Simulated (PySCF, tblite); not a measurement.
**C₅H₁₁O₂Si radical: geometry, infrared bands and EPR parameters**

What infrared bands and EPR parameters should C₅H₁₁O₂Si radical (`CO[C](C)C[SiH2]C=O`) show?

Computed with tblite 0.8.0 and PySCF 2.14.0, with density-fitted response routines of our own, on a single molecule in the gas phase. Atoms count from 0, in the outputs and in this text.

## Step 1: Starting geometry

19 atoms, charge 0, multiplicity 2; geometry from: force field or distance geometry start.

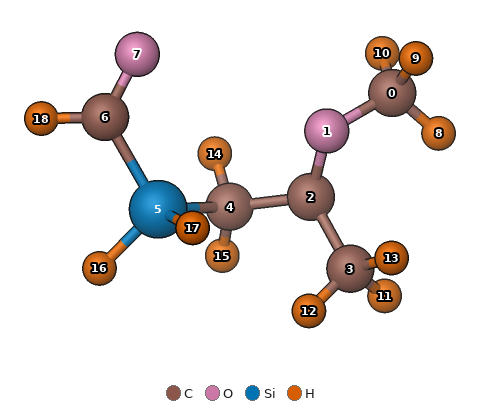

The starting geometry (carbon brown, oxygen pink, silicon blue, hydrogen orange), atoms numbered.

## Step 2: Geometry optimisation with GFN2-xTB

What the job is given:

```
{"job": {"kind": "relax", "xc": "GFN2-xTB", "basis": "xTB"}, "charge": 0, "multiplicity": 2}
C     -2.076600    -0.795800     1.375400
O     -0.873600    -0.236500     0.976800
C     -0.833600     0.055900    -0.349800
C     -1.361600     1.410200    -0.727700
C      0.377900    -0.388800    -1.072800
Si     1.958000     0.334000    -0.444900
C      2.910700    -0.865200     0.582300
O      2.442500    -1.428300     1.562900
H     -2.938600    -0.340400     0.866800
H     -2.203000    -0.558600     2.467900
H     -2.143500    -1.880300     1.252300
H     -2.172000     1.310900    -1.475500
H     -0.579000     2.048300    -1.139200
H     -1.793800     1.980200     0.124700
H      0.466200    -1.486500    -0.884600
H      0.280100    -0.278300    -2.161100
H      2.813600     0.650600    -1.602000
H      1.762400     1.553500     0.338100
H      3.954200    -1.075600     0.302800
```

Launch:

```bash
> OMP_NUM_THREADS=1 python probes_run.py task.json out
```

The driver reads the jobs from task.json and runs them one after another.

The program printed:

```text
step      E/eV     max force
  0    -708.53252    2.627
  1    -708.74578    1.645
  2    -708.79758    1.100
  3    -708.83278    0.384
  4    -708.85822    0.323
  5    -708.86720    0.279
  6    -708.87594    0.181
  7    -708.88147    0.192
  8    -708.88625    0.151
  9    -708.88976    0.152
 10    -708.89294    0.129
 11    -708.89643    0.144
 12    -708.90052    0.144
 13    -708.90431    0.154
 14    -708.90725    0.145
 15    -708.90969    0.123
 16    -708.91209    0.131
 17    -708.91481    0.122
 18    -708.91814    0.141
 19    -708.92228    0.154
 20    -708.92744    0.180
 21    -708.93364    0.214
 22    -708.94081    0.233
 23    -708.94876    0.209
 24    -708.95687    0.254
 25    -708.96436    0.239
 26    -708.97081    0.161
 27    -708.97588    0.160
 28    -708.98005    0.140
 29    -708.98345    0.166
 30    -708.98605    0.141
 31    -708.98846    0.109
 32    -708.99106    0.114
 33    -708.99322    0.113
 34    -708.99756    0.144
 35    -709.00211    0.165
 36    -709.00657    0.137
 37    -709.00996    0.120
 38    -709.01298    0.115
 39    -709.01609    0.125
 40    -709.01957    0.157
 41    -709.02370    0.194
 42    -709.02876    0.251
 43    -709.03158    0.320
 44    -709.03472    0.506
 45    -709.04297    0.184
 46    -709.04706    0.141
 47    -709.05622    0.196
 48    -709.05947    0.198
 49    -709.06774    0.238
 50    -709.07568    0.169
 51    -709.07690    0.524
 52    -709.08933    0.162
 53    -709.09392    0.149
 54    -709.09943    0.270
 55    -709.10204    0.129
 56    -709.10494    0.136
 57    -709.10898    0.123
 58    -709.11068    0.142
 59    -709.11306    0.111
 60    -709.11608    0.137
 61    -709.11883    0.146
 62    -709.12160    0.146
 63    -709.12459    0.124
 64    -709.12787    0.117
 65    -709.13067    0.125
 66    -709.13423    0.148
 67    -709.13787    0.148
 68    -709.14088    0.091
 69    -709.14259    0.102
 70    -709.14417    0.108
 71    -709.14609    0.113
 72    -709.14888    0.097
 73    -709.15060    0.075
 74    -709.15178    0.098
 75    -709.15374    0.124
 76    -709.15647    0.127
 77    -709.15964    0.123
 78    -709.16279    0.130
 79    -709.16612    0.180
 80    -709.17025    0.220
 81    -709.17481    0.241
 82    -709.17579    0.241
 83    -709.18155    0.148
 84    -709.18342    0.099
 85    -709.18479    0.133
 86    -709.18598    0.088
 87    -709.18750    0.073
 88    -709.18880    0.087
 89    -709.18965    0.097
 90    -709.19055    0.103
 91    -709.19167    0.073
 92    -709.19264    0.053
 93    -709.19341    0.054
 94    -709.19389    0.053
 95    -709.19445    0.062
 96    -709.19504    0.067
 97    -709.19588    0.068
 98    -709.19661    0.064
 99    -709.19747    0.083
100    -709.19835    0.073
101    -709.19948    0.080
102    -709.20045    0.071
103    -709.20123    0.098
104    -709.20174    0.049
105    -709.20224    0.041
106    -709.20262    0.041
107    -709.20293    0.051
108    -709.20318    0.044
109    -709.20343    0.042
110    -709.20370    0.050
111    -709.20402    0.052
112    -709.20445    0.050
113    -709.20498    0.062
114    -709.20558    0.055
115    -709.20618    0.057
116    -709.20679    0.057
117    -709.20743    0.051
118    -709.20823    0.046
119    -709.20901    0.068
120    -709.21003    0.087
121    -709.21135    0.107
122    -709.21323    0.120
123    -709.21559    0.137
124    -709.21831    0.172
125    -709.21620    0.349
126    -709.22279    0.176
127    -709.22524    0.109
128    -709.22899    0.122
129    -709.23115    0.109
130    -709.23264    0.268
131    -709.23151    0.414
132    -709.23494    0.078
133    -709.23562    0.075
134    -709.23681    0.073
135    -709.23862    0.089
136    -709.24052    0.113
137    -709.24262    0.207
138    -709.24565    0.208
139    -709.24839    0.102
140    -709.25068    0.083
141    -709.25193    0.072
142    -709.25340    0.113
143    -709.25514    0.107
144    -709.25687    0.134
145    -709.25882    0.089
146    -709.26090    0.101
147    -709.26453    0.123
148    -709.26811    0.151
149    -709.27277    0.333
150    -709.27512    0.273
151    -709.28298    0.215
152    -709.28790    0.287
153    -709.29246    0.127
154    -709.29621    0.286
155    -709.29866    0.172
156    -709.30224    0.125
157    -709.30527    0.246
158    -709.30805    0.147
159    -709.31137    0.185
160    -709.31427    0.150
161    -709.31768    0.148
162    -709.32072    0.132
163    -709.32370    0.108
164    -709.32593    0.159
165    -709.32835    0.099
166    -709.33057    0.087
167    -709.33243    0.072
168    -709.33377    0.079
169    -709.33476    0.075
170    -709.33551    0.088
171    -709.33605    0.060
172    -709.33649    0.073
173    -709.33700    0.064
174    -709.33773    0.074
175    -709.33893    0.101
176    -709.34100    0.163
177    -709.34364    0.161
178    -709.34687    0.133
179    -709.35081    0.137
180    -709.35369    0.198
181    -709.35645    0.233
182    -709.35978    0.122
183    -709.36222    0.121
184    -709.36386    0.110
185    -709.36568    0.099
186    -709.36746    0.071
187    -709.36832    0.129
188    -709.36957    0.092
189    -709.37041    0.052
190    -709.37106    0.041
191    -709.37128    0.042
192    -709.37172    0.046
193    -709.37205    0.050
194    -709.37236    0.049
195    -709.37281    0.055
196    -709.37339    0.072
197    -709.37399    0.113
198    -709.37455    0.095
199    -709.37506    0.078
200    -709.37566    0.051
201    -709.37638    0.069
202    -709.37735    0.116
203    -709.37851    0.130
204    -709.37967    0.111
205    -709.38057    0.068
206    -709.38125    0.072
207    -709.38181    0.060
208    -709.38226    0.049
209    -709.38269    0.045
210    -709.38313    0.041
211    -709.38358    0.050
212    -709.38407    0.047
213    -709.38472    0.050
214    -709.38564    0.076
215    -709.38677    0.077
216    -709.38779    0.052
217    -709.38846    0.083
218    -709.38886    0.057
219    -709.38926    0.059
220    -709.38976    0.052
221    -709.39025    0.058
222    -709.39068    0.044
223    -709.39111    0.048
224    -709.39179    0.071
225    -709.39268    0.073
226    -709.39346    0.072
227    -709.39413    0.051
228    -709.39463    0.056
229    -709.39508    0.051
230    -709.39556    0.046
231    -709.39607    0.033
232    -709.39641    0.028
233    -709.39656    0.032
234    -709.39663    0.016
235    -709.39666    0.012
236    -709.39668    0.008
```

It took 3 s on 1 thread of Arm Neoverse N1, shared host; peak memory 0.18 GiB.

The steps of the relaxation: (not every step is listed)

| step | energy from step 0 (eV) | largest force (eV/Å) |
| --- | --- | --- |
| 0 | 0.0000 | 2.6270 |
| 1 | -0.2133 | 1.6452 |
| 2 | -0.2651 | 1.1003 |
| 3 | -0.3003 | 0.3838 |
| 4 | -0.3257 | 0.3226 |
| 5 | -0.3347 | 0.2787 |
| 6 | -0.3434 | 0.1812 |
| 7 | -0.3490 | 0.1922 |
| 8 | -0.3537 | 0.1515 |
| 30 | -0.4535 | 0.1412 |
| 52 | -0.5568 | 0.1621 |
| 74 | -0.6193 | 0.0976 |
| 96 | -0.6625 | 0.0667 |
| 118 | -0.6757 | 0.0464 |
| 140 | -0.7182 | 0.0827 |
| 162 | -0.7882 | 0.1317 |
| 184 | -0.8313 | 0.1103 |
| 206 | -0.8487 | 0.0719 |
| 228 | -0.8621 | 0.0561 |
| 231 | -0.8636 | 0.0325 |
| 232 | -0.8639 | 0.0282 |
| 233 | -0.8640 | 0.0322 |
| 234 | -0.8641 | 0.0158 |
| 235 | -0.8641 | 0.0121 |
| 236 | -0.8642 | 0.0081 |

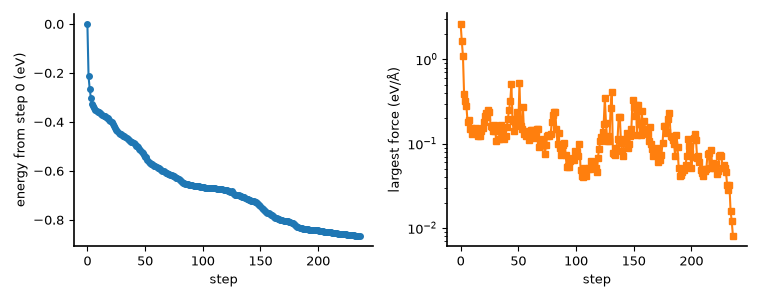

Energy and largest force along the relaxation.

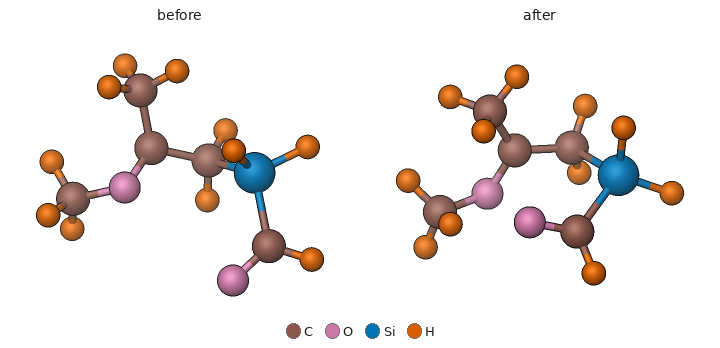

Before and after, at one scale.

Close pairs (by a distance rule), those that changed most:

```csv
bond,before (Å),after (Å),change (Å)
C4–Si5,1.848,1.982,+0.135
C2–C4,1.479,1.446,-0.033
C0–H9,1.125,1.095,-0.030
C4–H14,1.117,1.088,-0.030
Si5–C6,1.844,1.873,+0.029
C0–O1,1.385,1.410,+0.025
C3–H13,1.113,1.093,-0.019
C2–C3,1.502,1.485,-0.017
```

The end geometry stands in the next job.

## Step 3: Vibrational analysis with GFN2-xTB

What the job is given:

```
{"job": {"kind": "ir", "xc": "GFN2-xTB", "basis": "xTB"}, "charge": 0, "multiplicity": 2}
C     -1.762313    -1.103523     1.195826
O     -1.097402    -1.172624    -0.045668
C     -0.668314    -0.036268    -0.624402
C     -1.179048     1.301050    -0.230682
C      0.419353    -0.203453    -1.562989
Si     2.144476     0.261211    -0.704540
C      1.938598    -0.311102     1.066736
O      0.958853     0.071407     1.714680
H     -2.684707    -0.520212     1.134201
H     -1.094663    -0.662599     1.943275
H     -1.997658    -2.131436     1.466834
H     -2.270559     1.323536    -0.228490
H     -0.812313     2.050846    -0.925396
H     -0.836219     1.562043     0.774150
H      0.474409    -1.236365    -1.898775
H      0.328978     0.456260    -2.422089
H      3.272564    -0.366142    -1.389647
H      2.196224     1.723293    -0.815711
H      2.659939    -0.996670     1.545225
```

The program printed:

```text
mode    cm-1     km/mol
  1      54.5      2.13
  2      68.5      2.39
  3     109.2      0.77
  4     145.3      2.45
  5     160.0      3.23
  6     174.4      7.95
  7     204.2      5.54
  8     246.5      7.10
  9     281.7      4.38
 10     313.5     16.75
 11     365.1      1.17
 12     396.4      8.51
 13     461.7     27.65
 14     521.9     35.32
 15     535.0     30.44
 16     560.4      7.30
 17     634.4     24.65
 18     691.5     16.80
 19     745.4     48.01
 20     777.5    191.58
 21     810.2     79.39
 22     823.6     61.91
 23     987.5      5.86
 24     993.6     14.90
 25    1031.4     15.68
 26    1099.1     95.87
 27    1113.6      5.92
 28    1121.4     57.03
 29    1152.6     13.13
 30    1318.3    190.92
 31    1326.0    191.03
 32    1336.8     21.41
 33    1381.9     36.47
 34    1399.5     33.80
 35    1451.0      2.74
 36    1453.6     31.47
 37    1457.4      5.94
 38    1469.8      4.84
 39    1474.7      3.67
 40    1555.7    360.85
 41    2223.4    293.94
 42    2272.1    276.63
 43    2752.9    166.43
 44    2941.4      4.03
 45    2948.7      4.85
 46    2956.7     25.25
 47    2978.8     40.68
 48    3005.0     21.44
 49    3018.9     18.40
 50    3027.6     13.04
 51    3057.0     19.82
```

Wall time 1.2 s (1 thread of Arm Neoverse N1, shared host); peak memory 0.18 GiB.

Which atoms move in the most intense modes:

```csv
cm⁻¹,km/mol,atoms
778,191.6,"H17 40 %, H16 30 %"
1099,95.9,"H15 35 %, O1 24 %, C0 15 %"
1318,190.9,"C2 55 %, H15 12 %"
1326,191.0,"C2 48 %, H14 10 %"
1556,360.9,"C6 56 %, O7 37 %"
2223,293.9,H17 95 %
2272,276.6,H16 96 %
2753,166.4,H18 94 %
```

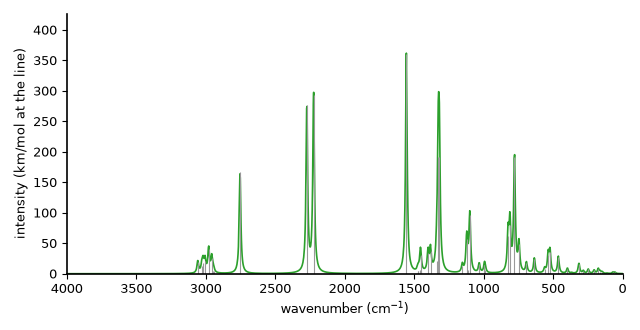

The infrared spectrum from these modes, unscaled. Lines are broadened to a width of 14 cm⁻¹ (Lorentzian).

## Step 4: g tensor and hyperfine couplings: B3LYP/pcH-1

The job, as its differences from that of step 3:

```diff
@@ -1,2 +1,2 @@
-{"job": {"kind": "ir", "xc": "GFN2-xTB", "basis": "xTB"}, "charge": 0, "multiplicity": 2}
+{"job": {"kind": "epr", "basis": "pcH-1"}, "charge": 0, "multiplicity": 2}
 C     -1.762313    -1.103523     1.195826
```

Method: UKS B3LYP, pcH-1 on C H O Si, non-relativistic, mean-field spin-orbit, GIAO.

The program printed:

```text
UKS, coarse grid
  cycle   1  E = -636.79842853  |g| = 7.39e-01
  cycle   2  E = -634.26998408  |g| = 2.12e+00
  cycle   3  E = -636.92262119  |g| = 4.58e-01
  cycle   4  E = -637.00193702  |g| = 2.99e-01
  cycle   5  E = -637.03537268  |g| = 1.37e-01
  cycle   6  E = -637.03918257  |g| = 9.36e-02
  cycle   7  E = -637.04290343  |g| = 5.54e-02
  cycle   8  E = -637.04425474  |g| = 2.42e-02
  cycle   9  E = -637.04462689  |g| = 3.24e-03
  cycle  10  E = -637.04463469  |g| = 1.37e-03
  cycle  11  E = -637.04463695  |g| = 7.94e-04
UKS, final grid
  cycle   1  E = -637.04466892  |g| = 1.29e-03
  cycle   2  E = -637.04466540  |g| = 2.96e-03
  cycle   3  E = -637.04466995  |g| = 2.62e-04
  cycle   4  E = -637.04467000  |g| = 1.32e-04
  cycle   5  E = -637.04467003  |g| = 1.30e-04
  cycle   6  E = -637.04467004  |g| = 3.08e-05
  cycle   7  E = -637.04467004  |g| = 8.92e-06
E = -637.04467004 Eh   <S^2> = 0.7573 (exact 0.7500)
g shifts (ppm)      1          2          3
  rmc          -187       -187       -187
  gc             36          3         25
  oz_so         230        628       2367
  total          80        443       2206
hyperfine (MHz)  atom isotope    a_iso     a_fc   dipolar eigenvalues
    0   13C       7.21       7.22     -1.75     -1.00      2.76
    1   17O     -20.54     -20.58    -41.66     19.77     21.89
    2   13C      73.37      73.41    -61.65    -60.75    122.40
    3   13C     -25.59     -25.60     -1.09     -0.41      1.50
    4   13C     -16.55     -16.56     -5.98      1.37      4.61
    5  29Si    -104.51    -104.79    -30.27     14.43     15.85
    6   13C       1.95       1.99     -9.46     -7.94     17.40
    7   17O      -6.98      -7.00    -26.27     10.83     15.44
    8    1H       6.76       6.76     -2.54     -2.40      4.95
    9    1H      10.73      10.73     -3.25     -1.63      4.88
   10    1H      -1.38      -1.38     -2.56     -1.89      4.45
   11    1H      56.68      56.68     -3.52     -3.28      6.79
   12    1H       5.20       5.20     -4.14     -2.62      6.76
   13    1H      89.37      89.37     -3.84     -2.41      6.25
   14    1H      23.40      23.39     -4.20     -2.15      6.35
   15    1H      27.49      27.49     -3.73     -2.76      6.49
   16    1H      11.17      11.17     -3.09      0.30      2.79
   17    1H      -7.33      -7.33     -2.24     -0.43      2.68
   18    1H      -8.84      -8.84     -5.11     -1.00      6.11
```

Run time: 3.6 min. Hardware: 1 thread of Arm Neoverse N1, shared host; peak memory 1.1 GiB.

Principal g values 2.00240, 2.00276, 2.00452; g(iso) = 2.00323, against 2.00232 for a free electron.

Hyperfine couplings; where a row names several nuclei, a(iso) is their mean (it holds for fast rotation or exchange) and the dipolar term the largest among them:

| nuclei | isotope | a(iso) (MHz) | a(iso) (G, at g = 2.0023) | largest dipolar term (MHz) |
| --- | --- | --- | --- | --- |
| Si5 | 29Si | -104.5 | -37.3 | -30.3 |
| C2 | 13C | 73.4 | 26.2 | 122.4 |
| H11, H12, H13 | 1H | 50.4 | 18.0 | 6.8 |
| C3 | 13C | -25.6 | -9.1 | 1.5 |
| H14, H15 | 1H | 25.4 | 9.1 | 6.5 |
| O1 | 17O | -20.5 | -7.3 | -41.7 |
| C4 | 13C | -16.5 | -5.9 | -6.0 |
| H18 | 1H | -8.8 | -3.2 | 6.1 |
| C0 | 13C | 7.2 | 2.6 | 2.8 |
| O7 | 17O | -7.0 | -2.5 | -26.3 |
| H8, H9, H10 | 1H | 5.4 | 1.9 | 4.9 |
| C6 | 13C | 2.0 | 0.7 | 17.4 |
| H16, H17 | 1H | 1.9 | 0.7 | -3.1 |

Mulliken spin populations:

C0 0.00; O1 0.07; C2 0.65; C3 -0.06; C4 -0.09; Si5 0.17; C6 0.11; O7 0.06; H8 0.00; H9 0.01; H10 0.00; H11 0.02; H12 0.00; H13 0.05; H14 0.01; H15 0.01; H16 0.01; H17 -0.01; H18 -0.01

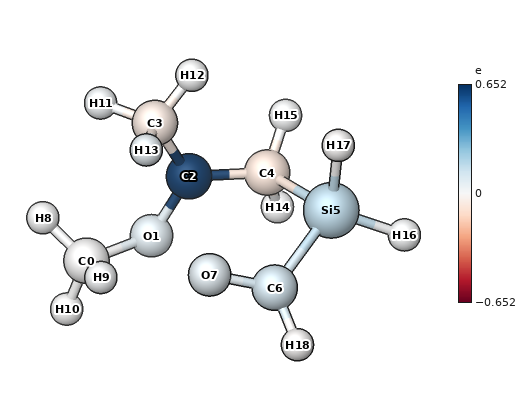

Mulliken spin populations, as colours on the atoms.

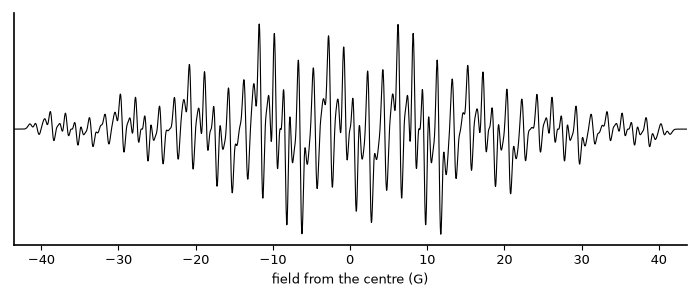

First-order isotropic spectrum (first derivative, main isotopes with spin only, couplings over 0.8 MHz, Gaussian width 0.3 G; couplings of the frozen geometry, rotation of groups not averaged beyond the rows shown).

Orbitals, density, ELF and potential are computed afterwards from the orbital file.

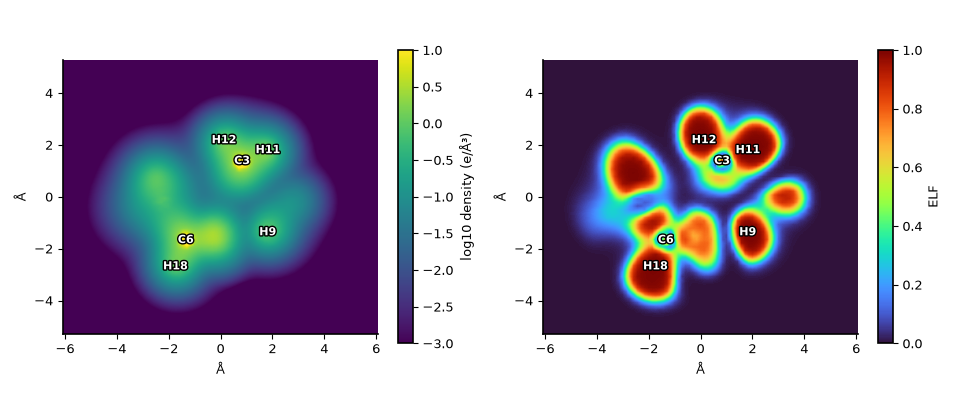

Density (left) and ELF (right) in a plane through or near 6 of the atoms.

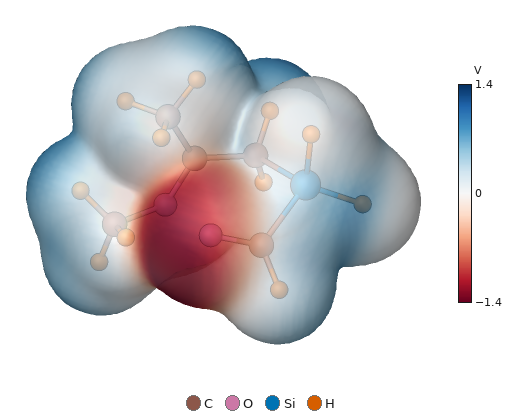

Electrostatic potential on the surface of density 0.002 e/bohr³; red is low, blue high. It runs from -1.40 V near O7 to 0.91 V near H15.

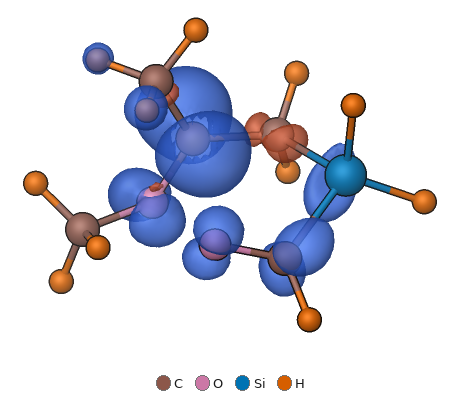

Spin density at ±0.03 e/Å³ (alpha excess blue, beta excess red).

## Step 5: Summary of results

```
                                                                  quantity                    value
                                 strongest single infrared mode (GFN2-xTB)    1556 cm⁻¹, 361 km/mol
                                              zero-point energy (GFN2-xTB)            90.6 kcal/mol
                                                            g(iso) (B3LYP)                  2.00323
                                                                      ⟨S²⟩       0.757 (exact 0.75)
                                        largest a(iso) (averaged by class)  29Si on Si5, -104.5 MHz
potential on the surface of density 0.002 e/bohr³, 1st and 99th percentile       -1.40 V and 0.91 V
```

**Reading.** Over 236 steps the energy fell by 0.864 eV; of the close pairs, C4–Si5 changed most, 1.848 to 1.982 Å. No mode is imaginary among the 51: a minimum at this level. The strongest single mode, at 1556 cm⁻¹, moves mainly C6 and O7. GFN2-xTB is a fitted tight-binding method: band positions and strengths are rough. Its intensities can rank the bands wrongly. Most of the unpaired spin sits on C2 (0.65 e). The isotropic g lies 0.9 ppt above the free-electron value. These values are for one conformer; the search (at its own cheap level) found 2 more, at 0.67, 4.05 kcal/mol, and measured spectra average over such forms.
